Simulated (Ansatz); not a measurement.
**CdPbS3 (model cell, started as cubic perovskite with Pb in the octahedra): a soft mode frozen in**

Which phase does CdPbS3 (model cell, started as cubic perovskite with Pb in the octahedra) fall into along its unstable mode, and how much energy does it gain?

Method: DFT r2SCAN, scalar-relativistic, plane waves, PAW; PAW set soft_1, in Ansatz 0.2.0.

The structure was built from a prototype and need not be the compound's stable phase.

### 1. Starting point

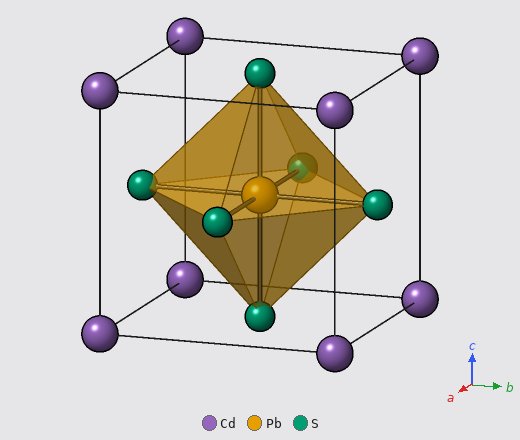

Start, viewed slightly off an axis; cadmium purple, lead orange, sulfur teal. Some periodic images of atoms are drawn too.

Coordinates:

```cif
data_structure
_symmetry_space_group_name_H-M 'P 1'
_symmetry_Int_Tables_number 1
_cell_length_a 5.1127
_cell_length_b 5.1127
_cell_length_c 5.1127
_cell_angle_alpha 90.000
_cell_angle_beta 90.000
_cell_angle_gamma 90.000
_cell_volume 133.64
loop_
_atom_site_label
_atom_site_type_symbol
_atom_site_fract_x
_atom_site_fract_y
_atom_site_fract_z
_atom_site_occupancy
Cd1 Cd 0.00000 0.00000 0.00000 1
Pb2 Pb 0.50000 0.50000 0.50000 1
S3 S 0.50000 0.50000 0.00000 1
S4 S 0.50000 0.00000 0.50000 1
S5 S 0.00000 0.50000 0.50000 1
```

### 2. Response at finite wavevector

The cell comes from relaxations at this level that are not shown. Stability and thermal properties need the whole zone. Linear response on a 2×2×2 q mesh gives force constants as far as a supercell of that size would.

input.yaml reads:

```yaml
crystal:
  lattice:
    - [5.1126616353, 0.0, 0.0]
    - [0.0, 5.1126616353, 0.0]
    - [0.0, 0.0, 5.1126616353]
  atoms:
    - { symbol: Cd, position: [0.0, 0.0, 0.0] }
    - { symbol: Pb, position: [0.5, 0.5, 0.5] }
    - { symbol: S, position: [0.5, 0.5, 0.0] }
    - { symbol: S, position: [0.5, 0.0, 0.5] }
    - { symbol: S, position: [0.0, 0.5, 0.5] }
kpoints:
  mp_grid: { grid: [8, 8, 8] }
hamiltonian:
  xc: r2scan
  pseudopotentials: { kind: paw, azcp: { folder: soft_1 } }
scf:
  occupations: { method: methfessel_paxton, width: 0.2 }
output:
  eigenvalues: true
phonons:
  method: dfpt
  qmesh: [2, 2, 2]
  temperatures: { t_max: 1000, t_step: 50 }
  qpath:
    path:
      - [[0.0, 0.0, 0.0], [0.0, 0.5, 0.0], [0.5, 0.5, 0.0], [0.0, 0.0, 0.0], [0.5, 0.5, 0.5], [0.0, 0.5, 0.0]]
      - [[0.5, 0.5, 0.5], [0.5, 0.5, 0.0]]
    npoints: 10
```

The run is started by

```console
> ansatz run input.yaml --threads 4 --pin off --max-ram 16384MiB --backend cpu --events-out ev --progress --plain --runs-dir out
```

Numbers of over 12 decimals in the logs are rounded to 6 here.

Output:

```text
Engine: ansatz 0.2.0, aarch64-unknown-linux-gnu
Pseudopotentials: kind: paw
Pseudopotential: Cd, paw, valence charge 20, recommended cutoff 500 eV (meta_gga), soft_1/Cd.paw.azcp
Pseudopotential: Pb, paw, valence charge 14, recommended cutoff 500 eV (meta_gga), soft_1/Pb.paw.azcp
Pseudopotential: S, paw, valence charge 6, recommended cutoff 500 eV (meta_gga), soft_1/S.paw.azcp
Functional definition: r2SCAN
  parameter k0 = 0.174
  parameter k1 = 0.065
  parameter a1 = 4.9479
  exchange = r2scan_x(k0 = k0, k1 = k1, a1 = a1)
  correlation = r2scan_c
Crystal: 5 atoms, lattice volume = 133.641 Å³
Basis set: ecut = 500 eV, 3407 PW (Γ), exchange–correlation on 200×200×200 points (125 copies of the dense FFT grid, shifted against one another)
Bands: 32, of which v1, the nominal top of the filled ones, is band 26 counted from 1 (25 counted from 0)
Symmetry: 48 space group operations
k-points: 170 of 512 (irreducible under 2 space group operations, time reversal used)
Non-local potential: Cd, projectors of the file, l = 0: 3, l = 1: 2, l = 2: 2, l = 3: 1
Non-local potential: Pb, projectors of the file, l = 0: 2, l = 1: 2, l = 2: 2, l = 3: 1
Non-local potential: S, projectors of the file, l = 0: 2, l = 1: 2, l = 2: 1
PAW form: soft (Blöchl's): semilocal exchange-correlation on the pseudo side does not see the compensation charge
PAW frozen core: Cd, regenerated for the run's functional (the file was generated under x = pbe(κ = 0.804, μ = 0.219515), c = pbe(β = 0.066725))
PAW frozen core: Pb, regenerated for the run's functional (the file was generated under x = pbe(κ = 0.804, μ = 0.219515), c = pbe(β = 0.066725))
PAW frozen core: S, regenerated for the run's functional (the file was generated under x = pbe(κ = 0.804, μ = 0.219515), c = pbe(β = 0.066725))
PAW one-centre angular grid: Cd, 590 points (default); XC on 160 Gauss nodes
PAW one-centre angular grid: Pb, 590 points (default); XC on 160 Gauss nodes
PAW one-centre angular grid: S, 302 points (default); XC on 160 Gauss nodes
Initial density: superposition of atomic densities (chi_scale 0.1, normalization cell, long waves kept (reshape's long-wave potential 0.05 eV rms))
Initial wavefunctions: pseudopotential atomic-orbital guess
Functional: x = r2scan, c = r2scan; τ floored in thin density (d = 2e-4 eV/Å³)
SCF iter   1: F=—  HF=-22907.274343 eV  |F-HF|=—  |Δ(HF+E_count)|=         —  Δρ=4.40e-2  dr2=3.33e0  dr2_τ=1.67e-2  ethr=3.10e-3  ⟨swp⟩=7.8  Hψ=25770  notcnv=0
preconditioner: auto → Kerker (q_TF=auto, 2.331 Å⁻¹)  [metal: Δε(μ)=0.055 eV  Ē_g=12.434 eV  σ=0.200 eV  W_gap=0.23  n_scr=26 (ndim 8)  ℏωp=21.3 eV  f_vac=0.008  D(μ)=4.05/eV (n_scr^D=26)]
SCF iter   2: F=—  HF=-22906.534260 eV  |F-HF|=—  |Δ(HF+E_count)|=   7.40e-1  S|Δr|=    0.00e0  Δρ=2.07e-2  dr2=8.65e-1  dr2_τ=3.09e-2  ethr=3.10e-3  ⟨swp⟩=2.9  Hψ=13404  notcnv=0  defer=143
SCF iter   3: F=—  HF=-22906.434226 eV  |F-HF|=—  |Δ(HF+E_count)|=   1.00e-1  S|Δr|=    0.00e0  Δρ=7.29e-3  dr2=1.20e-1  dr2_τ=1.23e-3  ethr=1.66e-3  ⟨swp⟩=2.6  Hψ=8755  notcnv=0  defer=133
SCF iter   4: F=—  HF=-22906.428859 eV  |F-HF|=—  |Δ(HF+E_count)|=   5.37e-3  S|Δr|=    0.00e0  Δρ=1.93e-3  dr2=7.17e-3  dr2_τ=2.69e-4  ethr=2.32e-4  ⟨swp⟩=2.1  Hψ=9496  notcnv=0  defer=129
SCF iter   5: F=—  HF=-22906.429358 eV  |F-HF|=—  |Δ(HF+E_count)|=   4.99e-4  S|Δr|=    0.00e0  Δρ=6.70e-4  dr2=1.21e-3  dr2_τ=7.88e-5  ethr=1.38e-5  ⟨swp⟩=2.1  Hψ=8559  notcnv=0  defer=129
SCF iter   6: F=—  HF=-22906.429446 eV  |F-HF|=—  |Δ(HF+E_count)|=   8.78e-5  S|Δr|=    0.00e0  Δρ=2.30e-4  dr2=1.22e-4  dr2_τ=3.61e-6  ethr=2.32e-6  ⟨swp⟩=2.3  Hψ=8478  notcnv=0  defer=129
SCF iter   7: F=—  HF=-22906.429479 eV  |F-HF|=—  |Δ(HF+E_count)|=   3.28e-5  S|Δr|=    0.00e0  Δρ=5.89e-5  dr2=4.89e-6  dr2_τ=3.67e-7  ethr=2.34e-7  ⟨swp⟩=2.0  Hψ=8039  notcnv=0  defer=129
SCF iter   8: F=—  HF=-22906.429496 eV  |F-HF|=—  |Δ(HF+E_count)|=   1.68e-5  S|Δr|=    0.00e0  Δρ=1.79e-5  dr2=7.53e-7  dr2_τ=4.12e-8  ethr=9.40e-9  ⟨swp⟩=2.3  Hψ=9838  notcnv=0  defer=129
SCF iter   9: F=—  HF=-22906.429496 eV  |F-HF|=—  |Δ(HF+E_count)|=   8.75e-8  S|Δr|=    0.00e0  Δρ=6.07e-6  dr2=6.65e-8  dr2_τ=1.15e-9  ethr=1.45e-9  ⟨swp⟩=2.0  Hψ=8991  notcnv=0  defer=129
SCF iter  10: F=—  HF=-22906.429496 eV  |F-HF|=—  |Δ(HF+E_count)|=   1.65e-8  S|Δr|=    0.00e0  Δρ=1.97e-6  dr2=6.21e-9  dr2_τ=2.60e-10  ethr=1.28e-10  ⟨swp⟩=2.0  Hψ=8987  notcnv=0  defer=129
SCF iter  11: F=—  HF=-22906.429496 eV  |F-HF|=—  |Δ(HF+E_count)|=  7.89e-10  S|Δr|=    0.00e0  Δρ=5.61e-7  dr2=4.15e-10  dr2_τ=1.49e-11  ethr=1.19e-11  ⟨swp⟩=2.7  Hψ=10434  notcnv=0  defer=129
SCF iter  12: F=—  HF=-22906.429496 eV  |F-HF|=—  |Δ(HF+E_count)|=  5.09e-11  S|Δr|=    0.00e0  Δρ=2.06e-7  dr2=7.35e-11  dr2_τ=3.99e-12  ethr=1.00e-12  ⟨swp⟩=2.2  Hψ=9347  notcnv=0  defer=129
SCF iter  13: F=-22906.429496 eV  HF=-22906.429496 eV  |F-HF|=3.64e-12  |Δ(HF+E_count)|=  1.09e-11  S|Δr|=    0.00e0  Δρ=6.01e-8  dr2=5.94e-12  dr2_τ=3.06e-13  ethr=1.00e-12  ⟨swp⟩=13.6  Hψ=35399  notcnv=0
SCF 1 converged in 13 iterations: F = -22906.429496 eV  dr2 = 5.94e-12
  greatest PAW one-centre occupation: 1.002 electrons in one spin orbital (limit 2), on the Cd atom at site 0 (counted from 0), in its partial waves of l = 0
Basis set: ecut = 500 eV, 3407 PW (Γ), exchange–correlation on 160×160×160 points (64 copies of the dense FFT grid, shifted against one another)
k-points: 35 of 512
Initial density: read from a saved state, or passed on in memory by an earlier SCF of this step, an earlier step, the calling program or the single point that the run made first
iter 1 solved again at ethr=2.31e-7 eV; its pass at ethr=3.10e-3 eV (dr2=1.20e-4 eV) is discarded
SCF iter   1: F=—  HF=-22906.429489 eV  |F-HF|=—  |Δ(HF+E_count)|=         —  Δρ=5.25e-7  dr2=2.87e-10  dr2_τ=5.15e-11  ethr=2.31e-7  ⟨swp⟩=4.0  Hψ=9044  notcnv=0
eigensolver tolerance schedule: the retry pair's looser diagonalisation over-reported the residual by 418275.59 of it (diagonalisation noise at an unbounded share of the residual, at the tolerance the schedule requests for it); recorded, not acted on — ethr = c·dr2/N_el stays at c = 1.0e-1
preconditioner: auto → Kerker (q_TF=auto, 2.331 Å⁻¹)  [metal: Δε(μ)=0.087 eV  Ē_g=12.526 eV  σ=0.200 eV  W_gap=0.35  n_scr=26 (ndim 8)  ℏωp=21.3 eV  f_vac=0.008  D(μ)=3.39/eV (n_scr^D=26)]
SCF iter   2: F=—  HF=-22906.429491 eV  |F-HF|=—  |Δ(HF+E_count)|=   2.02e-6  S|Δr|=    0.00e0  Δρ=2.40e-7  dr2=5.62e-11  dr2_τ=3.10e-11  ethr=1.00e-12  ⟨swp⟩=5.1  Hψ=3960  notcnv=0
SCF iter   3: F=—  HF=-22906.429491 eV  |F-HF|=—  |Δ(HF+E_count)|=    0.00e0  S|Δr|=    0.00e0  Δρ=1.65e-7  dr2=2.58e-11  dr2_τ=5.67e-12  ethr=1.00e-12  ⟨swp⟩=1.0  Hψ=1120  notcnv=0
SCF iter   4: F=-22906.429491 eV  HF=-22906.429491 eV  |F-HF|=0.00e0  |Δ(HF+E_count)|=  3.64e-12  S|Δr|=    0.00e0  Δρ=5.27e-8  dr2=3.04e-12  dr2_τ=4.14e-13  ethr=1.00e-12  ⟨swp⟩=5.1  Hψ=4068  notcnv=0
SCF 2 converged in 4 iterations: F = -22906.429491 eV  dr2 = 3.04e-12
phonons: the bands overlap, so this run is a metal and interpolates without the dipole-dipole term. If the crystal is really an insulator or semiconductor, its LO-TO splitting is missing
DFPT response loops at Γ: preconditioner auto → Kerker (q_TF=auto, 2.331 Å⁻¹) (partly filled bands, converged f_vac=0.008); β = 1.00, the filter's whole step (`scf.mixing.beta` (0.50) is not read by the response loops under this deck's `scf.mixing.preconditioner`; to damp them name `kerker` or `kerker_dos`, under which they read `scf.mixing.beta`, and type it under 1.00, their step now; both keys bind the ground state too); Broyden in place of MSR1
NSCF: frozen V_eff on 35 k-points
WARN: eigensolver did not converge (k=16): 1 band(s) unlocked after 2 eigensolves, warm-restarted (20 sweeps on the last) at ethr=1.97e-12 eV (storage-precision floor; scheduled 1.00e-12 eV) (lowest unlocked band 31, counted from 0; max residual 3.74e-5 eV among the unlocked bands, 3.74e-5 eV over every band; other slots of this pass that fall short are told together in one closing line; warning suppressed until the next SCF loop or pass starts)
NSCF: frozen V_eff on 250 k-points
DFPT response loops at q = (0, 0, -0.5) (fractional): mixed as the last ones told, above
NSCF: frozen V_eff on 250 k-points
DFPT response loops at q = (0, -0.5, -0.5) (fractional): mixed as the last ones told, above
NSCF: frozen V_eff on 250 k-points
DFPT response loops at q = (-0.5, -0.5, -0.5) (fractional): mixed as the last ones told, above
SCF converged after 13 iterations
Stability not checked: this state was not tested for a lower state beside it, because cold or Methfessel-Paxton smearing, or corrected tetrahedra, fill the levels in a way that the test cannot read (fill_not_monotonic; see scf.lower_state_search)
Free energy (F): -22906.429496 eV
Harris-Foulkes:  -22906.429496 eV  (|F-HF|=3.64e-12)
Internal energy: -22906.435358 eV  (E = F + TS)
E sigma→0 (E₀):  -22906.430961 eV
Entropy (-TS):   0.005862 eV (1.172 meV/atom)
Fermi energy:    5.711209 eV
--- Per-component energies (eV) ---
  E_band       = -683.036858
  E_kinetic    = 1046.319480
  E_local      = -5660.618806  (includes V_loc(G=0)·N_el)
  E_nonlocal   = 536.563239
  E_hartree    = 2442.203779
  E_xc         = -585.414136
  E_vxc        = -623.097440  (∫ρ·V_xc dr)
  E_paw        = -16404.344188  (= ΣΔE_a)
  E_vpaw       = -904.499707  (= ΣTr[D̂ρ^β])
  E_aug_tail   = 0.000009  (compensation charges beyond the density's cutoff)
  E_vtau       = 37.888750  (kinetic-family band-sum trace: ∫τ·v_τ [+ j·A + Jᵃ·Aᵃ] dr)
  E_ewald      = -4281.215972
  E_core_change = 0.071237  (= ΣΔE_core)
  E_smearing   = 0.005862  (= −TS)
  E_closure    = 0.000000  (closes the sum)
  Σ components = -22906.429496   (vs F -22906.429496, Δ=0.00e0)
--- Band table (eV; the first three rows and the last of 170) ---
  k-point 0: bands = [... 22 lower, 4.8863, 4.8863, 4.9282, 4.9282, 4.9282, 4.9473, 12.6068, 12.6068, ... 2 higher]
  k-point 1: bands = [... 22 lower, 4.8268, 4.8268, 4.8865, 4.9296, 4.9296, 5.7354, 11.7528, 12.1958, ... 2 higher]
  k-point 2: bands = [... 22 lower, 4.6436, 4.6436, 4.7898, 4.9706, 4.9706, 6.5877, 10.7716, 11.7754, ... 2 higher]
  k-point 169: bands = [... 22 lower, 5.3421, 5.3421, 5.9945, 5.9945, 5.9945, 9.5207, 9.5207, 9.5207, ... 2 higher]
--- Phonons (Γ-DFPT): 4 representative perturbations + reference, on 170 of 512 k-points (Σ response iterations 32) ---
  k mesh reduced under 2 symmetry operations, with k and −k counted as one. Each operation leaves every solved perturbation unchanged. A smaller set is not considered because the functional reads the kinetic-energy density
  ASR residual: 7.081e-4 → 0.000e0 eV/Å²; symmetrization residual: 2.630e-5 eV/Å²
  ASR residual per site (eV/Å²): 1.86e-5 5.76e-5 7.08e-4 7.08e-4 7.08e-4
  Γ frequencies (cm⁻¹): -192.13 -192.13 -192.13 -131.72 -131.72 -131.72 -8.89 -8.89 -8.89 0.00 0.00 0.00 343.61 343.61 343.61
--- Phonons (arbitrary-q DFPT): 4 irreducible q on the 2×2×2 mesh ---
  q = [0.0000, 0.0000, 0.0000] (star 1, of the zone-centre solve; hermiticity 4.21e-6, symmetrization 1.83e-7): -192.13 -192.13 -192.13 -131.72 -131.72 -131.72 -8.89 -8.89 -8.89 0.00 0.00 0.00 343.61 343.61 343.61
  q = [0.0000, 0.0000, -0.5000] (star 3, 9 solved perturbations in 975 linear systems a pass and spin channel, the states on 125 of 512 k-point pairs; hermiticity 4.92e-6, symmetrization 2.19e-12): -201.78 -157.48 -141.33 -141.33 -134.66 -134.66 -60.24 -46.82 -46.82 27.55 27.55 125.42 303.66 345.57 345.57
  q = [0.0000, -0.5000, -0.5000] (star 3, 9 solved perturbations in 975 linear systems a pass and spin channel, the states on 125 of 512 k-point pairs; hermiticity 5.62e-6, symmetrization 2.42e-12): -192.15 -168.09 -168.09 -127.11 -127.11 -80.58 -68.63 -40.96 -40.96 40.53 125.10 125.10 286.51 328.39 346.03
  q = [-0.5000, -0.5000, -0.5000] (star 1, 4 solved perturbations in 350 linear systems a pass and spin channel, the states on 125 of 512 k-point pairs; hermiticity 2.95e-6, symmetrization 7.35e-12): -194.96 -194.96 -194.96 -113.94 -113.94 -113.94 79.16 79.16 79.16 126.57 126.57 126.57 287.07 287.07 360.59
  sum rule: each row above includes the acoustic sum rule's correction from the zone centre's row sums; it moved no ω² by more than (2.45 cm⁻¹)²
  mesh force constants: q→R imaginary residual 4.49e-18; ASR residual 7.081e-4 → 0.000e0 eV/Å²; symmetrization residual 1.954e-14 eV/Å²
  interpolated dispersion: 62 rows × 15 modes
  density of states and harmonic sums: on the 12×12×12 q-mesh, interpolated from the force constants of a 2×2×2 supercell (no non-analytic term)
  largest difference from the sums on the solved wave vectors: F 1.38e-1 eV, S 1.89e-4 and C_V 5.22e-5 eV/K
  zero-point energy: 0.077723 eV/cell   skipped modes (ω ≤ 0): 700, of them read as no rigid motion or as one in doubt: 697 (8.405e0 modes/cell left out, lowest -201.78 cm⁻¹)   left out of the sums: 5.60e-1 of the cell's modes: C_V's classical limit lies that fraction below 3 k_B per atom; for a crystal, a wire or a layer, F and S can be off by more, and a phonons.interpolated_qmesh denser along its periods is the remedy for the sampling
```

It took 34 min on 4 threads of Arm Neoverse V1, shared host; peak memory 4.1 GiB.

This step gave:

* volume per atom: 26.73 Å³
* gap on the k-mesh: 0 eV
* sum-rule residual before enforcement: 7.08e-4 eV/Å²
* lowest frequency on the path: -201.8 cm⁻¹
* point group: m-3m
* highest frequency on the path or at a solved wavevector: 360.6 cm⁻¹
* highest optical mode at the zone centre (no LO-TO term): 343.6 cm⁻¹
* lowest optical zone-centre mode: -192.1 cm⁻¹
* lowest mode on the q mesh (acoustic modes at Γ apart): -201.8 cm⁻¹

Frequencies (cm⁻¹) solved at each irreducible wavevector; negative means imaginary. Frequencies by wavevector, by row:

```tsv
q in reciprocal lattice units	star	mode 1	mode 2	mode 3	mode 4	mode 13	mode 14	mode 15
0 0 0	1	-192.1	-192.1	-192.1	-131.7	343.6	343.6	343.6
0 0 -0.5	3	-201.8	-157.5	-141.3	-141.3	303.7	345.6	345.6
0 -0.5 -0.5	3	-192.2	-168.1	-168.1	-127.1	286.5	328.4	346
-0.5 -0.5 -0.5	1	-195	-195	-195	-113.9	287.1	287.1	360.6
```

Interpolated from a 2×2×2 q mesh. Phonon branches along the path, in cm⁻¹:

```tsv
point	branch 1	branch 2	branch 3	branch 4	branch 12	branch 13	branch 14	branch 15
Γ	-192	-192	-192	-132	0	344	344	344
X	-202	-158	-141	-141	125	304	346	346
M	-192	-168	-168	-127	125	286	328	346
Γ	-192	-192	-192	-132	0	344	344	344
R	-195	-195	-195	-114	127	287	287	361
X	-202	-158	-141	-141	125	304	346	346
jump to R	-195	-195	-195	-114	127	287	287	361
M	-192	-168	-168	-127	125	286	328	346
```

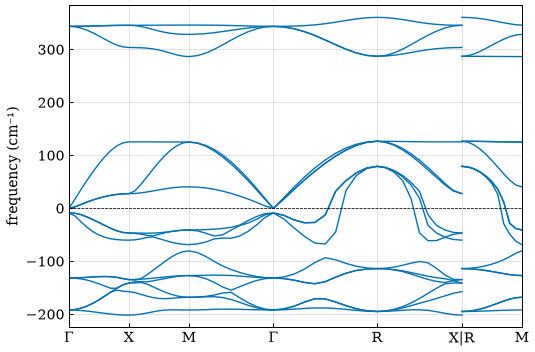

Phonon branches along the path.

Symmetry leaves 4 wavevectors to solve. The lowest mode among them, the acoustic zeros apart, lies at q = (0, 0, -0.5) and is imaginary, 201.8i cm⁻¹, so the energy falls along it.

### 3. The mode frozen in, largest atomic shift 0 Å

The mode followed lies at q = (-0.5, -0.5, -0.5) with frequency 195.0i cm⁻¹ and is 3-fold degenerate, one of the unstable modes though not the softest. At small amplitude the distorted cell has space group no. 140 by a symmetry search on the positions. The undistorted cell that holds it gives the zero of energy on the same k mesh.

System of this step: CdPbS3 (model cell, started as cubic perovskite with Pb in the octahedra). Symmetry: Pm-3m, No. 221, cubic system. Conventional cell: a = 5.113 Å, b = 5.113 Å, c = 5.113 Å, α = 90.00°, β = 90.00°, γ = 90.00°. Nearest to Cd lie 12 S at 3.62 Å. Nearest to Pb lie 6 S at 2.56 Å. Nearest to S lie 2 Pb at 2.56 Å. Farther neighbours and most contacts between anions are not listed.

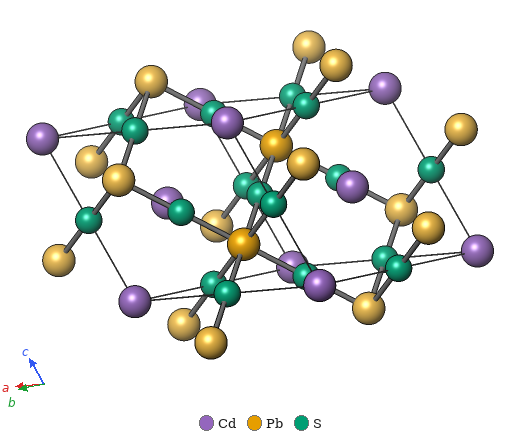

The cell of this step (cadmium purple, lead orange, sulfur teal). Some periodic images of atoms are drawn too.

input.yaml, the sections that differ from step 2:

```yaml
crystal:
  lattice:
    - [5.1126616353, 5.1126616353, 0.0]
    - [5.1126616353, 0.0, 5.1126616353]
    - [5.1126616353, 0.0, -5.1126616353]
  atoms:
    - { symbol: Cd, position: [0.0, 0.0, 0.0] }
    - { symbol: Cd, position: [0.0, 0.5, 0.5] }
    - { symbol: Pb, position: [0.5, 0.25, 0.75] }
    - { symbol: Pb, position: [0.5, 0.75, 0.25] }
    - { symbol: S, position: [0.5, 0.5, 0.5] }
    - { symbol: S, position: [0.5, 0.0, 0.0] }
    - { symbol: S, position: [0.0, 0.0, 0.5] }
    - { symbol: S, position: [0.0, 0.5, 0.0] }
    - { symbol: S, position: [0.5, 0.0, 0.5] }
    - { symbol: S, position: [0.5, 0.5, 0.0] }
output:
  forces: true
  stress: true
  eigenvalues: true
# kpoints, hamiltonian, scf: as in step 2
# phonons: removed
```

Output:

```text
[...]
Crystal: 10 atoms, lattice volume = 267.283 Å³
Basis set: ecut = 500 eV, 6855 PW (Γ), exchange–correlation on 216×216×216 points (64 copies of the dense FFT grid, shifted against one another)
Bands: 63, of which v1, the nominal top of the filled ones, is band 52 counted from 1 (51 counted from 0)
Symmetry: 96 space group operations
[...]
k-points: 29 of 512
[...]
k-point 0: bands = [... 48 lower, 4.9190, 4.9521, 5.3396, 5.3396, 5.9842, 5.9842, 5.9842, 9.5237, ... 7 higher]
  k-point 1: bands = [... 48 lower, 4.9932, 5.0923, 5.0923, 5.5972, 5.9008, 5.9008, 5.9344, 8.9037, ... 7 higher]
  k-point 2: bands = [... 48 lower, 5.0360, 5.0509, 5.4583, 5.7530, 5.7530, 5.7978, 6.2469, 7.9168, ... 7 higher]
  k-point 28: bands = [... 48 lower, 4.8358, 4.8358, 5.4630, 5.4630, 6.6267, 6.6267, 7.4892, 7.4892, ... 7 higher]
[key lines of the parts left out:]
SCF converged after 10 iterations
Free energy (F): -45812.864234 eV
Fermi energy:    5.683387 eV
P = ⅓ Tr σ = 0.0895 GPa (0.895 kbar)
```

The job ended after 22 s (4 threads; peak memory 1.6 GiB).

Numbers from this step:

* pressure: 0.08948 GPa
* energy from the undistorted cell: 0 meV/atom

The run ends at a pressure of 0.09 GPa.

(Continued in part 2 of 3.)

[Logs are printed without paths, hosts, clocks, repeated set-up lines and the standing remarks that a program may print on its own settings, such as how far it seeks lower states.]

[Hosts, paths, dates, database ids (printed as entryN), source tags and the programs' standing remarks are cut or masked in the printed files.]
